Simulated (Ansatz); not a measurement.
# Al₂GaH (triplet): wB97M-V, B2PLYP, RPA-PBE over vertical spin and charge gaps and displaced geometries, cc-pVDZ, part 2 of 2

Ansatz 0.2.0, Gaussian basis; cc-pVDZ, all electrons in the functionals, frozen cores in the correlation of double hybrids and RPA. Earlier steps stand in the parts before.

### Step 14. B2PLYP, displaced geometry v2

in.yaml reads:

```yaml
crystal:
  periodic: [false, false, false]
  atoms:
    - {symbol: Al, position_ang: [0.085065, 0.663861, 2.575945]}
    - {symbol: Al, position_ang: [-0.079809, -1.221435, 0.828114]}
    - {symbol: Ga, position_ang: [-0.003189, 0.207769, -1.327041]}
    - {symbol: H, position_ang: [0.079920, 0.553563, 0.673160]}
basis:
  gaussian: {orbitals: cc-pVDZ}
magnetization: {spin_polarized: true, initial_magnetization: 2}
hamiltonian: {xc: {name: B2PLYP}}
correlation: {electrons: outside_noble_gas}
```

Command:

```
$ ansatz run in.yaml --threads 1 --pin off --events-out ev --progress --plain --max-ram 2393MiB
```

The log of the run, shortened:

```text
Functional definition: B2PLYP
  name "B2PLYP"
  cite "Grimme, J. Chem. Phys. 124, 034108 (2006) doi:10.1063/1.2148954"
  cite "Becke, Phys. Rev. A 38, 3098 (1988) doi:10.1103/PhysRevA.38.3098"
  cite "Lee, Yang & Parr, Phys. Rev. B 37, 785 (1988) doi:10.1103/PhysRevB.37.785"
[...]
730 factors; integrals over basis functions are off by at most 1.1e-3 eV
[...]
mean field -65565.78374064 eV, -2409.4981103841 hartree, gradient 7.5e-6 eV, S^2 2.049846; 2 other end points of the search recorded, 0 dependent functions left out
24 core orbitals not correlated: weight in the atoms' cores, before any rotation towards them, 0.999 or more for the frozen orbitals, at most 0.001 for the correlated occupied ones
reference -65565.78386974 eV, -2409.4981151283 hartree; 6, 4 occupied and 38, 40 virtual orbitals, 730 factors
second order -5.69402478 eV of doubles, -0.00000000 eV of singles
Total energy: -65567.32125643 eV, -2409.5546130471 hartree
```

It took 6.5 s on 1 thread of Arm Neoverse V1, shared host.

From the report: ⟨S²⟩ of the determinant 2.050 (pure triplet: 2.00).

From charge 0, triplet: +0.018 eV.

### Step 15. RPA-PBE, charge 0, triplet

in.yaml reads:

```yaml
crystal:
  periodic: [false, false, false]
  atoms:
    - {symbol: Al, position_ang: [0.000000, 0.651584, 2.580537]}
    - {symbol: Al, position_ang: [0.000000, -1.242085, 0.821113]}
    - {symbol: Ga, position_ang: [0.000000, 0.219542, -1.325862]}
    - {symbol: H, position_ang: [0.000000, 0.620606, 0.656125]}
basis:
  gaussian: {orbitals: cc-pVDZ}
magnetization: {spin_polarized: true, initial_magnetization: 2}
hamiltonian: {xc: {name: PBE}}
correlation: {method: rpa, electrons: outside_noble_gas}
```

Launched as before.

The log of the run, shortened:

```text
Functional definition: PBE
  name "PBE"
  cite "Perdew, Burke & Ernzerhof, Phys. Rev. Lett. 77, 3865 (1996) doi:10.1103/PhysRevLett.77.3865"
  parent pbe
[...]
730 factors; integrals over basis functions are off by at most 1.2e-3 eV
[...]
mean field -65570.24813543 eV, -2409.6621738665 hartree, gradient 4.2e-6 eV, S^2 2.011360; 1 other end points of the search recorded, 0 dependent functions left out
24 core orbitals not correlated: weight in the atoms' cores, before any rotation towards them, 0.998 or more for the frozen orbitals, at most 0.001 for the correlated occupied ones
reference -65512.26676388 eV, -2407.5313977633 hartree; 6, 4 occupied and 38, 40 virtual orbitals, 730 factors
Total energy: -65521.39331139 eV, -2407.8667921980 hartree
```

It took 6 s on 1 thread of Arm Neoverse V1, shared host.

From the report: ⟨S²⟩ of the determinant 2.011 (pure triplet: 2.00).

### Step 16. RPA-PBE, charge 0, singlet

Changes to in.yaml since step 15:

```diff
@@ -9,3 +9,3 @@
   gaussian: {orbitals: cc-pVDZ}
-magnetization: {spin_polarized: true, initial_magnetization: 2}
+magnetization: {spin_polarized: true, initial_magnetization: 0}
 hamiltonian: {xc: {name: PBE}}
```

The command is unchanged.

The log of the run, shortened:

```text
Functional definition: PBE
  name "PBE"
  cite "Perdew, Burke & Ernzerhof, Phys. Rev. Lett. 77, 3865 (1996) doi:10.1103/PhysRevLett.77.3865"
  parent pbe
[...]
730 factors; integrals over basis functions are off by at most 1.2e-3 eV
[...]
mean field -65570.15048841 eV, -2409.6585854046 hartree, gradient 1.0e-6 eV, S^2 0.962857; 19 other end points of the search recorded, 0 dependent functions left out
24 core orbitals not correlated: weight in the atoms' cores, before any rotation towards them, 0.998 or more for the frozen orbitals, at most 0.001 for the correlated occupied ones
reference -65512.02207959 eV, -2407.5224057817 hartree; 5, 5 occupied and 39, 39 virtual orbitals, 730 factors
Total energy: -65521.28260666 eV, -2407.8627238741 hartree
```

It took 57 s on 1 thread of Arm Neoverse V1, shared host.

From the report: ⟨S²⟩ of the determinant 0.963 (pure singlet: 0.00). The determinant of RPA-PBE (⟨S²⟩ 0.96) is far from a pure spin state, so its energy mixes those of several spin states; that is harmless only where they are near-degenerate.

From charge 0, triplet: +0.111 eV.

### Step 17. RPA-PBE, charge 0, quintet

Changes to in.yaml since step 16:

```diff
@@ -9,3 +9,3 @@
   gaussian: {orbitals: cc-pVDZ}
-magnetization: {spin_polarized: true, initial_magnetization: 0}
+magnetization: {spin_polarized: true, initial_magnetization: 4}
 hamiltonian: {xc: {name: PBE}}
```

Launched as before.

The log of the run, shortened:

```text
Functional definition: PBE
  name "PBE"
  cite "Perdew, Burke & Ernzerhof, Phys. Rev. Lett. 77, 3865 (1996) doi:10.1103/PhysRevLett.77.3865"
  parent pbe
[...]
730 factors; integrals over basis functions are off by at most 1.2e-3 eV
[...]
mean field -65567.63619236 eV, -2409.5661867291 hartree, gradient 2.5e-6 eV, S^2 6.014509; 7 other end points of the search recorded, 0 dependent functions left out
24 core orbitals not correlated: weight in the atoms' cores, before any rotation towards them, 0.998 or more for the frozen orbitals, at most 0.002 for the correlated occupied ones
reference -65510.40114664 eV, -2407.4628375941 hartree; 7, 3 occupied and 37, 41 virtual orbitals, 730 factors
Total energy: -65518.77032164 eV, -2407.7703991029 hartree
```

It took 32 s on 1 thread of Arm Neoverse V1, shared host.

From the report: ⟨S²⟩ of the determinant 6.015 (pure quintet: 6.00).

From charge 0, triplet: +2.623 eV.

### Step 18. RPA-PBE, charge 1, doublet

Changes to in.yaml since step 17:

```diff
@@ -9,3 +9,4 @@
   gaussian: {orbitals: cc-pVDZ}
-magnetization: {spin_polarized: true, initial_magnetization: 4}
+total_charge: 1
+magnetization: {spin_polarized: true, initial_magnetization: 1}
 hamiltonian: {xc: {name: PBE}}
```

Same command.

The log of the run, shortened:

```text
Functional definition: PBE
  name "PBE"
  cite "Perdew, Burke & Ernzerhof, Phys. Rev. Lett. 77, 3865 (1996) doi:10.1103/PhysRevLett.77.3865"
  parent pbe
[...]
730 factors; integrals over basis functions are off by at most 1.2e-3 eV
[...]
mean field -65563.78284303 eV, -2409.4245787531 hartree, gradient 4.9e-6 eV, S^2 0.754577; 9 other end points of the search recorded, 0 dependent functions left out
24 core orbitals not correlated: weight in the atoms' cores, before any rotation towards them, 0.999 or more for the frozen orbitals, at most 0.001 for the correlated occupied ones
reference -65506.25755816 eV, -2407.3105635261 hartree; 5, 4 occupied and 39, 40 virtual orbitals, 730 factors
Total energy: -65514.98415307 eV, -2407.6312599742 hartree
```

Run time: 18 s. Hardware: 1 thread of Arm Neoverse V1, shared host.

From the report: ⟨S²⟩ of the determinant 0.755 (pure doublet: 0.75).

From charge 0, triplet: +6.409 eV.

### Step 19. RPA-PBE, charge 1, quartet

Changes to in.yaml since step 18:

```diff
@@ -10,3 +10,3 @@
 total_charge: 1
-magnetization: {spin_polarized: true, initial_magnetization: 1}
+magnetization: {spin_polarized: true, initial_magnetization: 3}
 hamiltonian: {xc: {name: PBE}}
```

Launched as before.

The log of the run, shortened:

```text
Functional definition: PBE
  name "PBE"
  cite "Perdew, Burke & Ernzerhof, Phys. Rev. Lett. 77, 3865 (1996) doi:10.1103/PhysRevLett.77.3865"
  parent pbe
[...]
730 factors; integrals over basis functions are off by at most 1.2e-3 eV
[...]
mean field -65562.19401433 eV, -2409.3661903755 hartree, gradient 5.0e-6 eV, S^2 3.761286; 11 other end points of the search recorded, 0 dependent functions left out
24 core orbitals not correlated: weight in the atoms' cores, before any rotation towards them, 0.998 or more for the frozen orbitals, at most 0.001 for the correlated occupied ones
reference -65505.21767544 eV, -2407.2723485410 hartree; 6, 3 occupied and 38, 41 virtual orbitals, 730 factors
Total energy: -65513.31087512 eV, -2407.5697681438 hartree
```

It took 30 s on 1 thread of Arm Neoverse V1, shared host.

From the report: ⟨S²⟩ of the determinant 3.761 (pure quartet: 3.75).

From charge 0, triplet: +8.082 eV.

### Step 20. RPA-PBE, displaced geometry v1

in.yaml reads:

```yaml
crystal:
  periodic: [false, false, false]
  atoms:
    - {symbol: Al, position_ang: [-0.025723, 0.631098, 2.613208]}
    - {symbol: Al, position_ang: [-0.026556, -1.278713, 0.842630]}
    - {symbol: Ga, position_ang: [0.021408, 0.242224, -1.346958]}
    - {symbol: H, position_ang: [-0.081369, 0.580474, 0.664832]}
basis:
  gaussian: {orbitals: cc-pVDZ}
magnetization: {spin_polarized: true, initial_magnetization: 2}
hamiltonian: {xc: {name: PBE}}
correlation: {method: rpa, electrons: outside_noble_gas}
```

Same command.

The log of the run, shortened:

```text
Functional definition: PBE
  name "PBE"
  cite "Perdew, Burke & Ernzerhof, Phys. Rev. Lett. 77, 3865 (1996) doi:10.1103/PhysRevLett.77.3865"
  parent pbe
[...]
730 factors; integrals over basis functions are off by at most 1.2e-3 eV
[...]
mean field -65570.25309492 eV, -2409.6623561244 hartree, gradient 4.2e-6 eV, S^2 2.010965; 2 other end points of the search recorded, 0 dependent functions left out
24 core orbitals not correlated: weight in the atoms' cores, before any rotation towards them, 0.998 or more for the frozen orbitals, at most 0.001 for the correlated occupied ones
reference -65512.28801680 eV, -2407.5321787938 hartree; 6, 4 occupied and 38, 40 virtual orbitals, 730 factors
Total energy: -65521.42507625 eV, -2407.8679595353 hartree
```

Wall time 6 s (1 thread of Arm Neoverse V1, shared host).

From the report: ⟨S²⟩ of the determinant 2.011 (pure triplet: 2.00).

From charge 0, triplet: -0.032 eV.

### Step 21. RPA-PBE, displaced geometry v2

in.yaml reads:

```yaml
crystal:
  periodic: [false, false, false]
  atoms:
    - {symbol: Al, position_ang: [0.085065, 0.663861, 2.575945]}
    - {symbol: Al, position_ang: [-0.079809, -1.221435, 0.828114]}
    - {symbol: Ga, position_ang: [-0.003189, 0.207769, -1.327041]}
    - {symbol: H, position_ang: [0.079920, 0.553563, 0.673160]}
basis:
  gaussian: {orbitals: cc-pVDZ}
magnetization: {spin_polarized: true, initial_magnetization: 2}
hamiltonian: {xc: {name: PBE}}
correlation: {method: rpa, electrons: outside_noble_gas}
```

Launched as before.

The log of the run, shortened:

```text
Functional definition: PBE
  name "PBE"
  cite "Perdew, Burke & Ernzerhof, Phys. Rev. Lett. 77, 3865 (1996) doi:10.1103/PhysRevLett.77.3865"
  parent pbe
[...]
730 factors; integrals over basis functions are off by at most 1.1e-3 eV
[...]
mean field -65570.21923022 eV, -2409.6611116198 hartree, gradient 3.0e-6 eV, S^2 2.011261; 1 other end points of the search recorded, 0 dependent functions left out
24 core orbitals not correlated: weight in the atoms' cores, before any rotation towards them, 0.998 or more for the frozen orbitals, at most 0.002 for the correlated occupied ones
reference -65512.24760010 eV, -2407.5306935075 hartree; 6, 4 occupied and 38, 40 virtual orbitals, 730 factors
Total energy: -65521.36809654 eV, -2407.8658655696 hartree
```

Run time: 6 s. Hardware: 1 thread of Arm Neoverse V1, shared host.

From the report: ⟨S²⟩ of the determinant 2.011 (pure triplet: 2.00).

From charge 0, triplet: +0.025 eV.

### Step 22. The comparison

The yardstick is RCCSDT(Q), where the cluster series has nearly closed. It comes from earlier runs at the same points. Energies in eV, counted from charge 0, triplet; blanks weren't run or aren't comparable.

```tsv
level	triplet to singlet	triplet to quintet	ionisation to the doublet cation	ionisation to the quartet cation	displacement v1	displacement v2
RCCSDT(Q)			6.296		-0.019	0.022
wB97M-V		2.907	6.250	8.223	0.001	0.021
B2PLYP	0.105	2.713	6.371	7.992	-0.009	0.018
RPA-PBE	0.111	2.623	6.409	8.082	-0.032	0.025
```

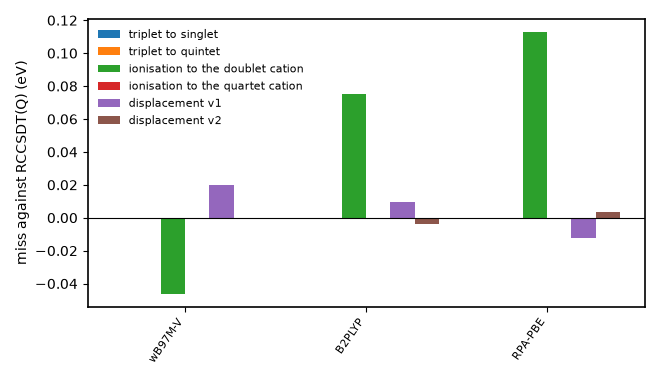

Misses of the gaps against RCCSDT(Q).

Largest miss and mean time a point (RCCSDT(Q) took 82 s a point; shared hosts):

```tsv
level	largest miss (eV)	where	time a point
wB97M-V	-0.046	ionisation to the doublet cation	62 s
B2PLYP	+0.075	ionisation to the doublet cation	18 s
RPA-PBE	+0.113	ionisation to the doublet cation	22 s
```

### Step 23. Outcome

The summary covers parts 1 to 2.

| quantity | value |
| --- | --- |
| ionisation to the doublet cation, RCCSDT(Q) | 6.296 eV |
| displacement v1, RCCSDT(Q) | -0.019 eV |
| displacement v2, RCCSDT(Q) | 0.022 eV |
| largest miss, wB97M-V | -0.046 eV (ionisation to the doublet cation) |
| largest miss, B2PLYP | +0.075 eV (ionisation to the doublet cation) |
| largest miss, RPA-PBE | +0.113 eV (ionisation to the doublet cation) |

Misses are known at 3 of 6 points at best, and only functionals with that many are ranked. Of the functionals, wB97M-V keep the smallest largest miss at the points compared (at most 0.046 eV) and RPA-PBE strays most (0.113 eV, at ionisation to the doublet cation). B2PLYP, RPA-PBE clearly break the spin symmetry at some points (⟨S²⟩ up to 1.06 above the pure value), so energy there is bought with a mixed spin. Functionals and the yardstick converge differently with the basis, so part of each miss in cc-pVDZ is the basis.
